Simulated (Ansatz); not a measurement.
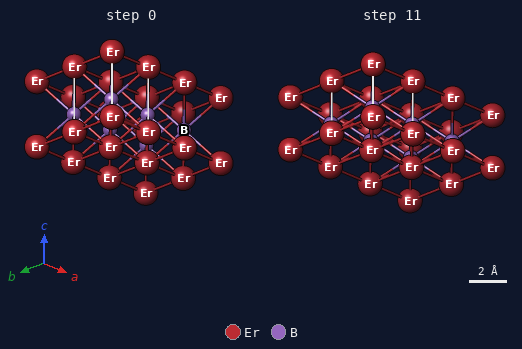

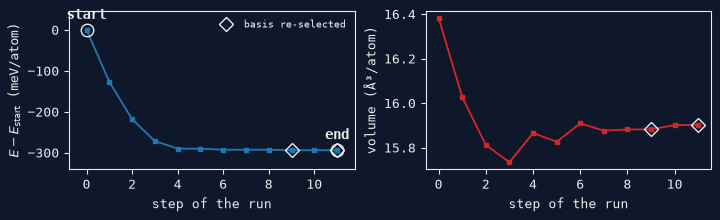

First and last geometry of a relaxation of a crystal of ErB (a generated structure, set up in P4/mmm), with the history of the run. Style: ball-and-stick. Shown: the cell of the calculation, repeated 3 × 2 × 1 with one cell outlined, from a free direction.

Method: DFT PBE, scalar-relativistic, plane waves, PAW; 4f electrons in the core of a trivalent norm-conserving potential in Ansatz 0.2.0. (plane-wave cutoff 770 eV; k-point mesh 20 × 20 × 14; occupations gaussian; smearing width 0.1 eV; no spin polarisation; cell and atoms relaxed; force threshold 0.01 eV/Å; at most 80 steps)

What do the curves and the structures tell?

Answer. It converged. After 9 accepted moves (11 points after the start) the energy has fallen by 294 meV per atom. All forces vanish by symmetry, so only the cell relaxes. Pressure: −3.61 GPa at the start and 0.02 GPa at the end. The SCF was repeated twice at an unchanged geometry on a basis and grid sized afresh for the cell, which shifted the energy by 1.2 meV per atom at most. The atoms keep their places relative to the cell (all moves are under 0.005 Å). The drawn cell changes as follows: a = b 2.881 → 3.166 Å (+9.9 %), c 3.949 → 3.173 Å (−19.7 %); the volume changes by −2.9 %. Among the contacts that change: Er–Er 3.949 → 3.173 Å, Er–Er 2.881 → 3.166 Å, B–Er 2.837 → 2.744 Å. The space group (tolerance 0.01 Å) goes from P4/mmm (No. 123) to Pm-3m (No. 221).
